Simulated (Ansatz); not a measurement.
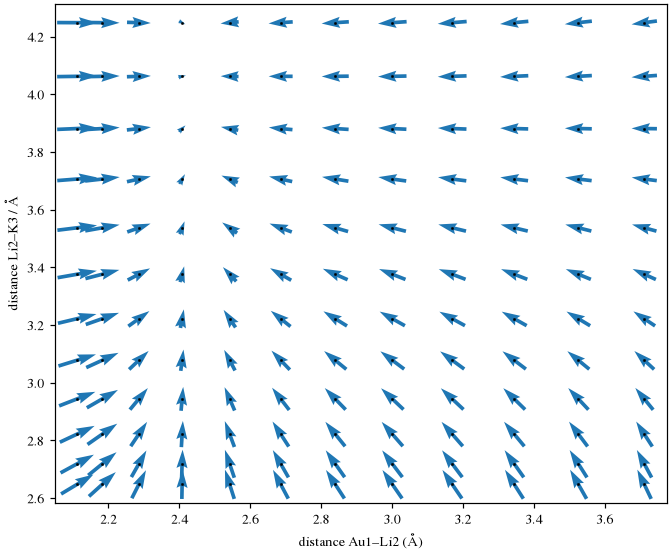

The system Au + LiK, spin multiplicity 2. 
- First axis: distance Au1–Li2. Second axis: distance Li2–K3.
- Nothing is relaxed (the angle Au1–Li2–K3 is fixed at 180 degrees).
- Grid: 12 × 12 points.
- Points are written as (first, second).
- Level of theory: UHF/def2-TZVPD (Ansatz).

Drawn: dots at the grid points, arrows along the force (downhill), their lengths compressed.

Question: The arrows alone are given. Where is the energy lowest?

Answer: The arrows converge at about (2.425 Å, 4.117 Å) (read from the interpolated surface).

The energy map of the same scan:

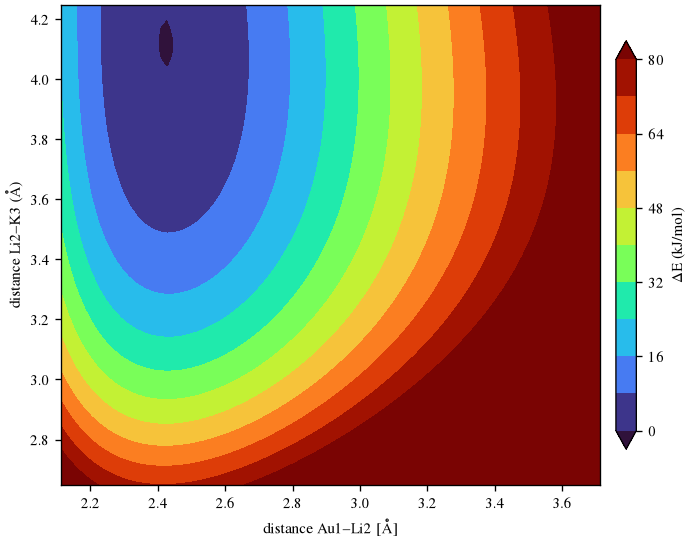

Energies are in kJ/mol, from the lowest grid point; between grid points the surface is interpolated.
